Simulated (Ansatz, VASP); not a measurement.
# CdS (Greenockite) in two plane-wave programs

Wanted: the spread between two codes on one cell, functional and k mesh. The cell is taken from a series of VASP runs on this material, whose earlier steps may have relaxed, scaled or displaced it; both programs get it as it stands. Other levels of theory on this material are compared in a session of their own. Valence electrons are named where the data sets of a main pair hold unlike numbers.

Calculated with Ansatz 0.2.0; plane waves, with VASP 6.6.1 beside it; band structure at PBE and band structure at r2SCAN.

### Step 1. The structure

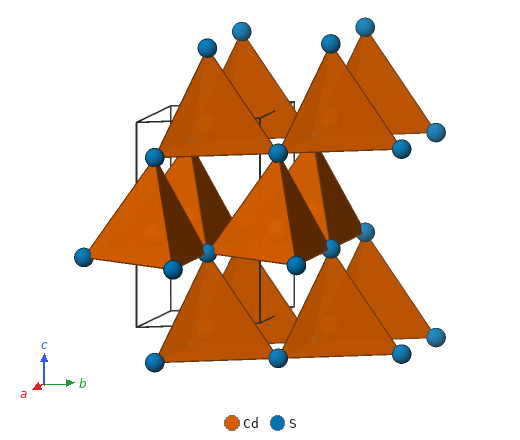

The starting structure, seen slightly off an axis (cadmium orange, sulfur blue). 2×2×1 cells are drawn. Some periodic images of atoms are drawn too.

### Step 2. Ansatz: band structure, PBE

Ansatz runs on its default PAW (the set named soft_2) files.

The same path points are solved in both programs, so levels can be compared one by one.

Input file input.yaml:

```yaml
crystal:
  lattice:
    - [4.15, 0.0, 0.0]
    - [-2.075, 3.5940054257, 0.0]
    - [0.0, 0.0, 6.737]
  atoms:
    - { symbol: Cd, position: [0.6666666667, 0.3333333333, 0.5] }
    - { symbol: Cd, position: [0.3333333333, 0.6666666667, 0.0] }
    - { symbol: S, position: [0.6666666667, 0.3333333333, 0.875] }
    - { symbol: S, position: [0.3333333333, 0.6666666667, 0.375] }
hamiltonian:
  xc: pbe
  pseudopotentials: { kind: paw }
kpoints:
  mp_grid: { grid: [6, 6, 4] }
  band_path:
    path:
      - [0.0, 0.0, 0.0]
      - [0.16667, 0.0, 0.0]
      - [0.33333, 0.0, 0.0]
      - [0.5, 0.0, 0.0]
      - [0.46296, 0.07407, 0.0]
      - [0.40741, 0.18519, 0.0]
      - [0.35185, 0.2963, 0.0]
      - [0.2963, 0.2963, 0.0]
      - [0.18519, 0.18519, 0.0]
      - [0.07407, 0.07407, 0.0]
      - [0.0, 0.0, 0.0]
      - [0.0, 0.0, 0.16667]
      - [0.0, 0.0, 0.33333]
      - [0.0, 0.0, 0.5]
      - [0.11111, 0.0, 0.5]
      - [0.33333, 0.0, 0.5]
      - [0.5, 0.0, 0.5]
      - [0.46296, 0.07407, 0.5]
      - [0.40741, 0.18519, 0.5]
      - [0.35185, 0.2963, 0.5]
      - [0.2963, 0.2963, 0.5]
      - [0.18519, 0.18519, 0.5]
      - [0.07407, 0.07407, 0.5]
      - [0.5, 0.0, 0.5]
      - [0.5, 0.0, 0.33333]
      - [0.5, 0.0, 0.16667]
      - [0.5, 0.0, 0.0]
      - [0.33333, 0.33333, 0.11111]
      - [0.33333, 0.33333, 0.27778]
      - [0.33333, 0.33333, 0.5]
    npoints: 1
scf:
  occupations: { method: gaussian, width: 0.03 }
  n_extra_bands: 8
output:
  forces: true
  stress: true
  eigenvalues: true
```

Run with:

```
ansatz run input.yaml --threads 2 --pin off --max-ram 4608MiB --backend cpu --events-out ev --progress --plain --runs-dir out
```

Numbers of over 12 decimals in the logs are rounded to 6 here.

The log of the run:

```text
scf.n_extra_bands = 8 over 26 filled bands (N_el = 52.0): the run solves 34 bands
Engine: ansatz 0.2.0, aarch64-unknown-linux-gnu
Pseudopotentials: kind: paw
Pseudopotential: Cd, paw, valence charge 20, recommended cutoff 420 eV (normal), Cd.paw.azcp
Pseudopotential: S, paw, valence charge 6, recommended cutoff 420 eV (normal), S.paw.azcp
Functional definition: PBE
  parameter kappa = 0.804
  parameter beta = 0.066725
  exchange = pbe_x(kappa = kappa, mu = beta*pi^2/3)
  correlation = pbe_c(beta = beta)
Crystal: 4 atoms, lattice volume = 100.483 Å³
Basis set: ecut = 420 eV, 1973 PW (Γ), exchange–correlation on 60×60×96 points (8 copies of the dense FFT grid, shifted against one another)
Bands: 34, of which v1, the nominal top of the filled ones, is band 26 counted from 1 (25 counted from 0)
Symmetry: 12 space group operations
Space group: P63mc (ITA 186), of the structure as read, at distance tolerance 4.6e-5 Å
k-points: 21 of 144 (time reversal used)
Non-local potential: Cd, projectors of the file, l = 0: 3, l = 1: 2, l = 2: 2, l = 3: 1
Non-local potential: S, projectors of the file, l = 0: 2, l = 1: 2, l = 2: 2
PAW form: soft (Blöchl's): semilocal exchange-correlation on the pseudo side does not see the compensation charge
PAW one-centre angular grid: Cd, 590 points (default); XC on 64 Gauss nodes
PAW one-centre angular grid: S, 110 points (default); XC on 64 Gauss nodes
Initial density: superposition of atomic densities (neutral atoms: chi_scale 0, normalization atom), corrected by the library's trained network
Initial wavefunctions: pseudopotential atomic-orbital guess
Functional: x = pbe(κ = 0.804, μ = 0.219515), c = pbe(β = 0.066725)
SCF iter   1: F=—  HF=-18315.634643 eV  |F-HF|=—  |Δ(HF+E_count)|=         —  Δρ=6.00e-4  dr2=4.13e-4  ethr=1.77e-3  ⟨swp⟩=6.2  Hψ=2928  notcnv=0  defer=5
preconditioner: auto → Resta (q_TF=auto, 2.445 Å⁻¹)  ε∞=4.3  [insulator: Δε(μ)=1.190 eV  Ē_g=12.325 eV  σ=0.030 eV  W_gap=1.00  n_scr=22 (ndim 8)  ℏωp=22.2 eV  f_vac=0.131  D(μ)=0.00/eV (n_scr^D=0)  ε∞_Penn≈4.3]
SCF iter   2: F=—  HF=-18315.636149 eV  |F-HF|=—  |Δ(HF+E_count)|=   1.51e-3  Δρ=3.01e-4  dr2=1.05e-4  ethr=7.94e-7  ⟨swp⟩=2.7  Hψ=1468  notcnv=0  defer=29
SCF iter   3: F=—  HF=-18315.636215 eV  |F-HF|=—  |Δ(HF+E_count)|=   6.57e-5  Δρ=1.16e-4  dr2=1.12e-5  ethr=2.02e-7  ⟨swp⟩=2.0  Hψ=999  notcnv=0  defer=29
SCF iter   4: F=—  HF=-18315.636317 eV  |F-HF|=—  |Δ(HF+E_count)|=   1.03e-4  Δρ=3.96e-5  dr2=1.49e-6  ethr=2.15e-8  ⟨swp⟩=2.0  Hψ=1029  notcnv=0  defer=29
iter 5 did not close the SCF: its close was put off for the readings that it lacked (scf_convergence_deferred on its scf_iter line)
SCF iter   5: F=-18315.636321 eV  HF=-18315.636321 eV  |F-HF|=1.42e-7  |Δ(HF+E_count)|=   3.35e-6  Δρ=9.06e-6  dr2=9.41e-8  ethr=2.86e-9  ⟨swp⟩=2.0  Hψ=1029  notcnv=0  defer=29
SCF iter   6: F=-18315.636321 eV  HF=-18315.636321 eV  |F-HF|=4.70e-9  |Δ(HF+E_count)|=   1.62e-7  Δρ=2.43e-6  dr2=7.64e-9  ethr=1.81e-10  ⟨swp⟩=6.2  Hψ=3021  notcnv=0
SCF 1 converged in 6 iterations: F = -18315.636321 eV  dr2 = 7.64e-9
  greatest PAW one-centre occupation: 1.000 electrons in one spin orbital (limit 2), on the Cd atom at site 1 (counted from 0), in its partial waves of l = 0
NSCF: frozen V_eff on 30 k-points
SCF converged after 6 iterations
Free energy (F): -18315.636321 eV
Harris-Foulkes:  -18315.636321 eV  (|F-HF|=4.70e-9)
Internal energy: -18315.636321 eV  (E = F + TS)
E sigma→0 (E₀):  -18315.636321 eV
Fermi energy:    7.330580 eV
--- Per-component energies (eV) ---
  E_band       = -1020.649450
  E_kinetic    = 1223.489515
  E_local      = -8071.811006  (includes V_loc(G=0)·N_el)
  E_nonlocal   = 124.357510
  E_hartree    = 3706.049974
  E_xc         = -547.682590
  E_vxc        = -618.079039  (∫ρ·V_xc dr)
  E_paw        = -9367.647530  (= ΣΔE_a)
  E_vpaw       = -1090.710438  (= ΣTr[D̂ρ^β])
  E_aug_tail   = 0.000032  (compensation charges beyond the density's cutoff)
  E_ewald      = -5382.392226
  E_smearing   = -0.000000  (= −TS)
  E_closure    = -0.000000  (closes the sum)
  Σ components = -18315.636321   (vs F -18315.636321, Δ=0.00e0)
--- Forces (eV/Å), atoms counted from 1 ---
  atom   1  Cd    -0.00000000    -0.00000000    -0.06715603
  atom   2  Cd    -0.00000000     0.00000000    -0.06715603
  atom   3  S     -0.00000000    -0.00000000     0.06715566
  atom   4  S      0.00000000     0.00000000     0.06715566
  max |Σ_I F_I| component: 7.46e-7 eV/Å
--- Stress (GPa, compression-positive) ---
        1.867672       0.000000      -0.000000
        0.000000       1.867672       0.000000
       -0.000000      -0.000000       2.490306
  P = ⅓ Tr σ = 2.0752 GPa (20.752 kbar)
--- Band table (eV; the first three rows and the last of 21) ---
  k-point 0: bands = [... 22 lower, 5.9772, 6.6896, 6.7325, 6.7325, 7.9281, 9.5230, 13.1917, 13.1917, ... 4 higher]
  k-point 1: bands = [... 22 lower, 6.0815, 6.0815, 6.6150, 6.6150, 8.8124, 9.5958, 13.0355, 13.2613, ... 4 higher]
  k-point 2: bands = [... 22 lower, 6.3416, 6.3416, 6.3416, 6.3416, 9.5733, 9.5733, 12.9041, 12.9041, ... 4 higher]
  k-point 20: bands = [... 22 lower, 4.3589, 4.3589, 5.6308, 5.6308, 11.1202, 11.1202, 12.8230, 12.8230, ... 4 higher]
```

Wall time 6 s (2 threads of Arm Neoverse V1, shared host); peak memory 0.34 GiB.

### Step 3. VASP: band structure, PBE

The same cell, functional, mesh and smearing now go to VASP, with its own data sets.

Lines of VASP's logs that name or quote its potential files are left out, and so is its time.

Input file INCAR:

```
SYSTEM = CdS
PREC = Accurate
ENCUT = 350
EDIFF = 1E-06
NELM = 100
ISMEAR = 0
SIGMA = 0.03
LREAL = .FALSE.
ALGO = Normal
GGA = PE
NBANDS = 32
LORBIT = 11
LWAVE = .FALSE.
LCHARG = .FALSE.
KPAR = 4
```

Input file POSCAR:

```
CdS
1.0
    4.1500000000      0.0000000000      0.0000000000
   -2.0750000000      3.5940054257      0.0000000000
    0.0000000000      0.0000000000      6.7370000000
Cd S
2 2
Direct
    0.6666666667      0.3333333333      0.5000000000
    0.3333333333      0.6666666667      0.0000000000
    0.6666666667      0.3333333333      0.8750000000
    0.3333333333      0.6666666667      0.3750000000
```

Input file KPOINTS:

```
Automatic mesh
0
Gamma
6 6 4
0 0 0
```

Input file KPOINTS_OPT:

```
Line mode
10
Line-mode
Reciprocal
  0.00000000   0.00000000   0.00000000 GAMMA
  0.50000000   0.00000000   0.00000000 M

  0.50000000   0.00000000   0.00000000 M
  0.33333333   0.33333333   0.00000000 K

  0.33333333   0.33333333   0.00000000 K
  0.00000000   0.00000000   0.00000000 GAMMA

  0.00000000   0.00000000   0.00000000 GAMMA
  0.00000000   0.00000000   0.50000000 A

  0.00000000   0.00000000   0.50000000 A
  0.50000000   0.00000000   0.50000000 L

  0.50000000   0.00000000   0.50000000 L
  0.33333333   0.33333333   0.50000000 H

  0.33333333   0.33333333   0.50000000 H
  0.00000000   0.00000000   0.50000000 A

  0.50000000   0.00000000   0.50000000 L
  0.50000000   0.00000000   0.00000000 M

  0.33333333   0.33333333   0.00000000 K
  0.33333333   0.33333333   0.50000000 H
```

PAW data sets: Cd and S (PBE family, release 64).

Run with:

```
mpirun -np 4 vasp_std
```

The log of the run:

```text
[banner, memory and clock lines left out]
running    4 mpi-ranks, on    1 nodes
 distrk:  each k-point on    1 cores,    4 groups
 distr:  one band on    1 cores,    1 groups

 POSCAR found type information on POSCAR CdS
 POSCAR found :  2 types and       4 ions
 LDA part: xc-table for (Slater+PW92), standard interpolation
 POSCAR, INCAR and KPOINTS ok, starting setup
 FFT: planning ... GRIDC
 FFT: planning ... GRID_SOFT
 FFT: planning ... GRID
 WAVECAR not read
 entering main loop
       N       E                     dE             d eps       ncg     rms          rms(c)
DAV:   1     0.198515203146E+03    0.19852E+03   -0.13731E+04  1360   0.755E+02
DAV:   2    -0.380842925381E+01   -0.20232E+03   -0.19379E+03  1584   0.239E+02
DAV:   3    -0.132768989863E+02   -0.94685E+01   -0.94233E+01  1624   0.532E+01
DAV:   4    -0.133494528073E+02   -0.72554E-01   -0.72541E-01  1528   0.453E+00
DAV:   5    -0.133505036618E+02   -0.10509E-02   -0.10508E-02  1648   0.520E-01    0.114E+01
DAV:   6    -0.122858135047E+02    0.10647E+01   -0.13908E+00  1840   0.113E+01    0.911E+00
DAV:   7    -0.122578449319E+02    0.27969E-01   -0.60517E-01  1632   0.357E+00    0.385E+00
DAV:   8    -0.122549134285E+02    0.29315E-02   -0.58770E-02  1552   0.204E+00    0.524E-01
DAV:   9    -0.122544711696E+02    0.44226E-03   -0.81495E-03  1536   0.984E-01    0.109E-01
DAV:  10    -0.122546219792E+02   -0.15081E-03   -0.76148E-04  1568   0.259E-01    0.921E-02
DAV:  11    -0.122548329021E+02   -0.21092E-03   -0.47765E-04  1504   0.119E-01    0.486E-02
DAV:  12    -0.122548007289E+02    0.32173E-04   -0.90350E-05  1536   0.924E-02    0.190E-02
DAV:  13    -0.122548071953E+02   -0.64664E-05   -0.29671E-05  1464   0.208E-02    0.396E-02
DAV:  14    -0.122548049101E+02    0.22852E-05   -0.32372E-06  1552   0.702E-03    0.116E-02
DAV:  15    -0.122548048319E+02    0.78191E-07   -0.15444E-07   944   0.182E-03
   1 F= -.12254805E+02 E0= -.12254805E+02  d E =-.114132E-12
 Start KPOINTS_OPT (optional k-point list driver)
k-point batch [1-21\90]
       N       E                     dE             ncg
DAV:   1     0.627265827509E+03   -0.13528E+05     1368
DAV:   2    -0.348079640972E+04   -0.41081E+04     1568
DAV:   3    -0.366317108844E+04   -0.18237E+03     1624
DAV:   4    -0.366453205255E+04   -0.13610E+01     1504
DAV:   5    -0.366455134647E+04   -0.19294E-01     1688
DAV:   6    -0.366455171159E+04   -0.36513E-03     1504
DAV:   7    -0.366455171992E+04   -0.83312E-05     1688
DAV:   8    -0.366455172010E+04   -0.17455E-06     1096
[...]
k-point batch [85-90\90]
       N       E                     dE             ncg
DAV:   1     0.130980361099E+05   -0.57030E+04      384
DAV:   2     0.119619379099E+05   -0.11361E+04      432
DAV:   3     0.119143141030E+05   -0.47624E+02      464
DAV:   4     0.119139816762E+05   -0.33243E+00      456
DAV:   5     0.119139770979E+05   -0.45784E-02      472
DAV:   6     0.119139770122E+05   -0.85666E-04      440
DAV:   7     0.119139770104E+05   -0.18249E-05      464
DAV:   8     0.119139770103E+05   -0.35732E-07      368
```

From OUTCAR (step 3):

```text
ion  position               nearest neighbor table
   1  0.667  0.333  0.500-   3 2.53   4 2.54   4 2.54   4 2.54
   2  0.333  0.667  0.000-   4 2.53   3 2.54   3 2.54   3 2.54
   3  0.667  0.333  0.875-   1 2.53   2 2.54   2 2.54   2 2.54
   4  0.333  0.667  0.375-   2 2.53   1 2.54   1 2.54   1 2.54

  LATTYP: Found a hexagonal cell.
 ALAT       =     4.1500000000
 C/A-ratio  =     1.6233734940

 Subroutine GETGRP returns: Found 12 space group operations
 (whereof  6 operations were pure point group operations)

The static configuration has the point symmetry C_3v.
 The point group associated with its full space group is C_6v.

 Found     21 irreducible k-points:

   k-points           NKPTS =     21   k-points in BZ     NKDIM =     21   number of bands    NBANDS=     32

   dimension x,y,z NGX =    28 NGY =   28 NGZ =   42
   dimension x,y,z NGXF=    56 NGYF=   56 NGZF=   84

   ENCUT  =  350.0 eV  25.72 Ry    5.07 a.u.   6.33  6.33 10.28*2*pi/ulx,y,z

   NELECT =      36.0000    total number of electrons

 k-points in reciprocal lattice and weights: Automatic mesh
   0.00000000  0.00000000  0.00000000       0.007
   0.16666667 -0.00000000  0.00000000       0.042
   0.33333333  0.00000000  0.00000000       0.042
   0.50000000 -0.00000000  0.00000000       0.021
   0.16666667  0.16666667  0.00000000       0.042
   0.33333333  0.16666667  0.00000000       0.083
   0.33333333  0.33333333  0.00000000       0.014
   0.00000000  0.00000000  0.25000000       0.014
   0.16666667 -0.00000000  0.25000000       0.083
[...]
0.33333333  0.16666667  0.50000000       0.083
   0.33333333  0.33333333  0.50000000       0.014

 average (electrostatic) potential at core
       1 -39.3436       2 -39.3436       3 -89.2388       4 -89.2388

 E-fermi :   1.3487

 k-point     1 :       0.0000    0.0000    0.0000
  band No.  band energies     occupation
    ...
     14       0.4521      2.00000
     15       0.4521      2.00000
     16       1.1676      2.00000
     17       1.2098      2.00000
     18       1.2098      2.00000
     19       2.4026      0.00000
     20       3.9959      0.00000
     21       7.6798      0.00000
     22       7.6798      0.00000
     23       8.0164      0.00000
    ...

 k-point     2 :       0.1667   -0.0000    0.0000
  band No.  band energies     occupation
    ...
     14      -0.4997      2.00000
     15       0.0179      2.00000
     16       0.1419      2.00000
     17       0.9664      2.00000
     18       1.0282      2.00000
     19       3.5437      0.00000
     20       4.8499      0.00000
     21       6.9726      0.00000
     22       8.0313      0.00000
     23       8.0360      0.00000
    ...

 k-point     3 :       0.3333    0.0000    0.0000
  band No.  band energies     occupation
    ...
     14      -1.7160      2.00000
     15      -1.2929      2.00000
     16      -0.3959      2.00000
     17       0.3936      2.00000
     18       0.6622      2.00000
     19       4.6287      0.00000
     20       5.2057      0.00000
     21       6.5823      0.00000
     22       7.4212      0.00000
     23       8.2723      0.00000
    ...

  Total        1.1374596      1.1374596      1.5452634      0.0000000      0.0000000      0.0000000
  in kB       18.1364878     18.1364878     24.6388103      0.0000000      0.0000000      0.0000000
  external PRESSURE =      20.3039286 kB  Pullay stress =       0.0000000 kB

  energy-cutoff  :      350.00
  volume of cell :      100.48
      direct lattice vectors                 reciprocal lattice vectors
     4.150000000  0.000000000  0.000000000     0.240963855  0.139120547  0.000000000
    -2.075000000  3.594005426  0.000000000     0.000000000  0.278241094  0.000000000
     0.000000000  0.000000000  6.737000000     0.000000000  0.000000000  0.148434021

 POSITION                                       TOTAL-FORCE (eV/Angst)
 -----------------------------------------------------------------------------------
      2.07500      1.19800      3.36850         0.000000      0.000000     -0.068654
     -0.00000      2.39600      0.00000        -0.000000     -0.000000     -0.068654
      2.07500      1.19800      5.89487        -0.000000      0.000000      0.068654
     -0.00000      2.39600      2.52637         0.000000     -0.000000      0.068654
 -----------------------------------------------------------------------------------
    total drift:                               -0.000000      0.000000     -0.000602

  FREE ENERGIE OF THE ION-ELECTRON SYSTEM (eV)
  ---------------------------------------------------
  free  energy   TOTEN  =       -12.2548048319 eV

  energy  without entropy=      -12.2548048319  energy(sigma->0) =      -12.25480483

 total charge
# of ion       s       p       d       tot
------------------------------------------
    1        0.423   0.319   9.549  10.292
    2        0.423   0.319   9.549  10.292
    3        1.323   2.398   0.000   3.722
    4        1.323   2.398   0.000   3.722
--------------------------------------------------
tot          3.493   5.435  19.098  28.026

[... 3 further parts left out ...]
```

The run ends at a pressure of 2.03 GPa, with forces up to 0.069 eV/Å.

### Step 4. Side by side

Known differences besides the potentials themselves: the data sets hold 52 valence electrons in Ansatz (on its default PAW (the set named soft_2) files) and 36 in VASP; the cutoff is 420 eV in Ansatz and 350 eV in VASP; VASP leaves aspherical gradient terms in its spheres out (LASPH is not set), Ansatz keeps them. Total energies have different zeros and are not compared.

Both answers:

```tsv
quantity	Ansatz	VASP	difference
pressure (GPa)	2.08	2.03	+0.04
gap over the path points (eV)	1.196	1.193	+0.003
```

Forces (eV/Å; atoms numbered as in POSCAR):

```tsv
atom	Ansatz x, y, z	VASP x, y, z
Cd1	0.000, 0.000, -0.067	0.000, 0.000, -0.069
Cd2	0.000, 0.000, -0.067	0.000, 0.000, -0.069
S3	0.000, 0.000, 0.067	0.000, 0.000, 0.069
S4	0.000, 0.000, 0.067	0.000, 0.000, 0.069
```

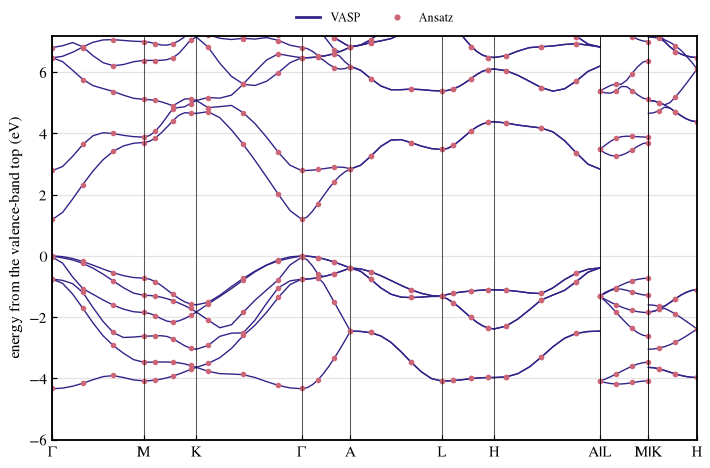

Bands from VASP (lines) and levels from Ansatz (dots). Dots without a line are higher empty bands that the VASP plot leaves out.

Levels at points of the path, from each program's valence-band top (eV; 4 filled, then empty):

```tsv
k (reciprocal lattice)	Ansatz	VASP
0.000 0.000 0.000	-0.76 -0.04 0.00 0.00 1.20 2.79 6.46	-0.76 -0.04 0.00 0.00 1.19 2.79 6.47
0.167 0.000 0.000	-1.19 -1.06 -0.24 -0.18 2.33 3.64 5.75	-1.19 -1.07 -0.24 -0.18 2.33 3.64 5.76
0.333 0.000 0.000	-2.49 -1.60 -0.81 -0.55 3.42 4.00 5.36	-2.50 -1.61 -0.82 -0.55 3.42 4.00 5.37
0.500 0.000 0.000	-2.61 -1.84 -1.28 -0.72 3.70 3.89 5.11	-2.62 -1.85 -1.28 -0.73 3.71 3.88 5.11
0.463 0.074 0.000	-2.60 -1.95 -1.31 -0.84 3.85 4.08 5.08	-2.61 -1.95 -1.31 -0.84 3.85 4.08 5.08
0.407 0.185 0.000	-2.70 -2.15 -1.46 -1.25 4.41 4.81 4.90	-2.71 -2.16 -1.46 -1.26 4.41 4.81 4.90
0.352 0.296 0.000	-3.01 -1.94 -1.71 -1.56 4.67 4.97 5.12	-3.02 -1.95 -1.72 -1.57 4.66 4.98 5.13
0.296 0.296 0.000	-2.91 -2.08 -1.56 -1.51 4.71 4.83 5.17	-2.92 -2.09 -1.57 -1.52 4.71 4.84 5.17
0.185 0.185 0.000	-2.50 -1.83 -0.79 -0.73 3.64 4.67 5.60	-2.51 -1.84 -0.79 -0.73 3.65 4.68 5.61
0.074 0.074 0.000	-1.03 -0.78 -0.16 -0.13 2.01 3.39 5.98	-1.04 -0.78 -0.16 -0.13 2.02 3.38 5.99
```

The forces differ by 0.9 meV/Å r.m.s., which is 2.2 % of the r.m.s. force of 0.040 eV/Å (both taken over all components). Among the levels compared at these points, filled levels agree within 10 meV and empty ones within 24 meV. Ansatz's pressure holds a Pulay correction of 0.04 GPa; VASP's holds none.

(Part 1 of 2 ends here.)

[Lines on the potential files, build, host, timing and source positions are cut from VASP's logs without a mark.]

[Logs are printed without paths, hosts, clocks, repeated set-up lines and the standing remarks that a program may print on its own settings, such as how far it seeks lower states.]

[Hosts, paths, dates, database ids (printed as entryN), source tags and the programs' standing remarks are cut or masked in the printed files.]
